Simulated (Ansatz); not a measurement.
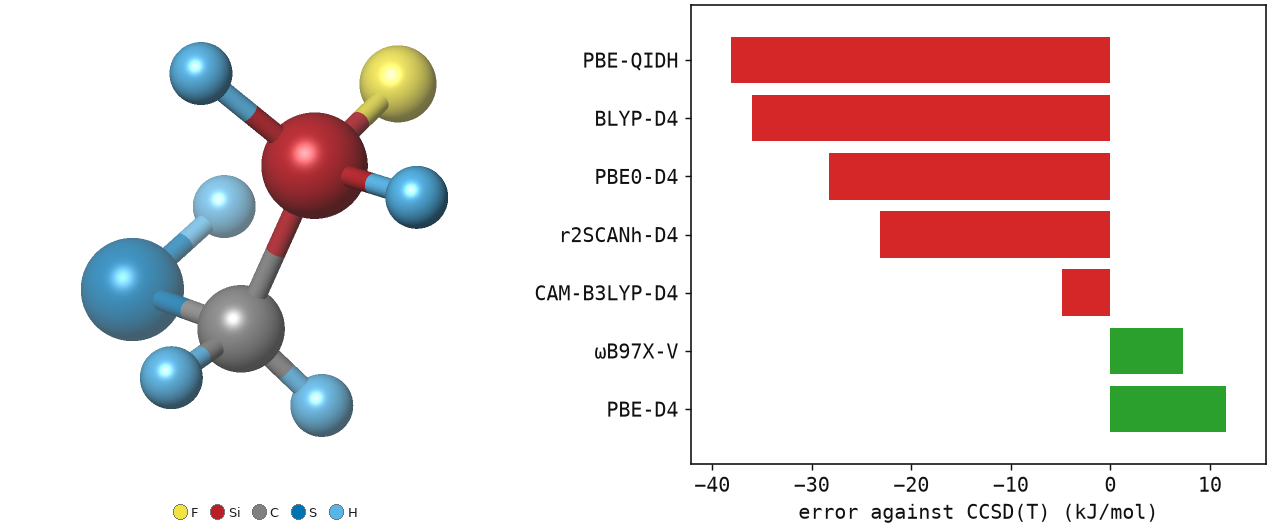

Error in the electronic atomisation energy (method less reference, so positive means overbinding) of CH₅FSSi, SMILES F[SiH2]CS: functionals in def2-TZVPP against frozen-core CCSD(T) at the limit (MP2 extrapolated from triple and quadruple zeta, plus CCSD(T) less MP2 in a smaller set), which gives 3114.8 kJ/mol, at a PBE0-D4/def2-TZVP geometry (a minimum by its frequencies), no zero-point or spin-orbit term, the Ansatz code. The reference leaves out core correlation, a term that grows with the number of heavy atoms. PBE-QIDH holds a correlation term that converges slowly with the basis, so part of the distance to the limit is basis error. No dispersion term is added to PBE-QIDH.

What range do the values span?

From −38.2 kJ/mol (PBE-QIDH) to 11.6 kJ/mol (PBE-D4).

Give the values.

| level | kJ/mol |
| --- | --- |
| PBE-QIDH | −38.2 |
| BLYP-D4 | −36.1 |
| PBE0-D4 | −28.3 |
| r2SCANh-D4 | −23.2 |
| CAM-B3LYP-D4 | −4.8 |
| ωB97X-V | 7.3 |
| PBE-D4 | 11.6 |

Limits of at least one run: one conformer of a flexible molecule.
